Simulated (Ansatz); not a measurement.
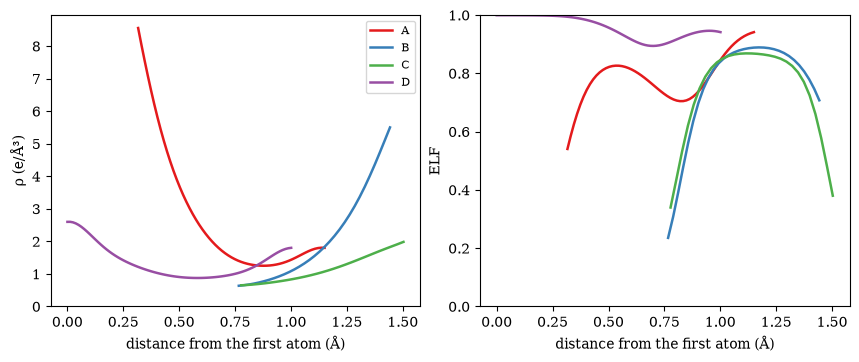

ClH$_{5}$OSi···HF. Total electron density and ELF along straight lines between neighbouring atoms. The curves leave out the atomic cores.

A transition-state structure; geometry: PBE0-D4/def2-TZVP.

Method: RKS PBE0-D4/def2-TZVPP in Ansatz.

```xyz
10

Si   -0.7659    0.6227    0.0401
H    -0.2137   -0.5147    1.1821
H    -0.9865    1.5692   -1.1011
H    -2.0925   -0.0111    0.2188
Cl   -0.1867    2.0497    1.4278
H     1.0643   -0.9487   -0.4899
O     0.3819   -0.2828   -1.0156
H     0.6047   -1.0668    1.0190
F     1.4972   -1.5925    0.5192
H     0.6973    0.1750   -1.8002
```

Question: Which curve belongs to which contact (F–H, H–H, Si–Cl and Si–O)? The first atom named is at distance zero.

Answer: Curve A: F9···H8 (1.15 Å): the density falls to about 1.3 e/Å³ on the way; the ELF climbs to about 0.90 towards the hydrogen, as it does in any bond to H. Curve B: Si–O (1.80 Å): ρ is about 0.82 e/Å³ halfway; the ELF peaks at about 0.90 between the atoms: a shared but strongly polarised pair. Curve C: Si–Cl (2.07 Å): ρ at the midpoint is about 0.88 e/Å³; the ELF peaks at about 0.85 between the atoms (a polar covalent bond). Curve D: H2···H8 (1.00 Å): the density falls to about 0.88 e/Å³ on the way; the ELF is about 0.95 at the midpoint.
